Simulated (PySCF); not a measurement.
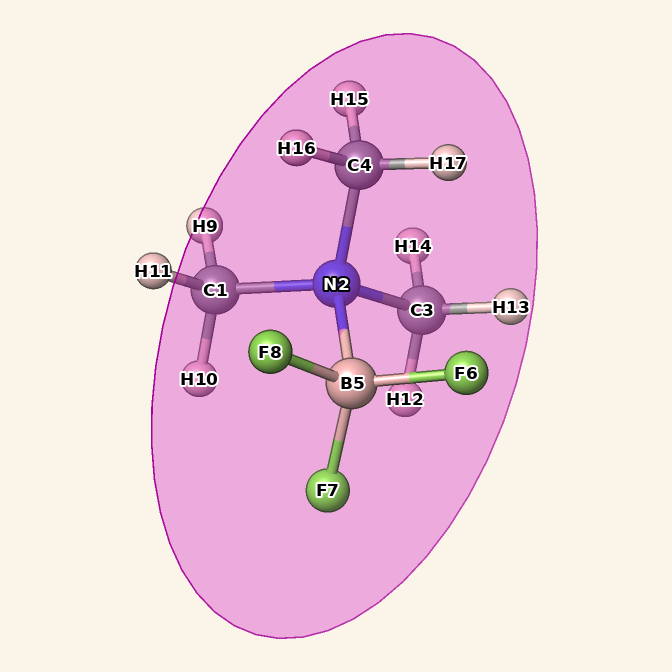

A disc through the centre of mass is drawn in. Depth is shown by fading: the farther an atom, the more it takes the colour of the background. The computed structure is the end point of a PBE0-D3(BJ)/def2-TZVP optimisation. No frequency run is at hand to confirm it as a minimum.

Q: Is the plane of the disc a mirror plane of the structure?

A: No. The point group is C3v, with 1 C3 axis and 3 mirror planes, and this plane isn't one of its mirror planes.
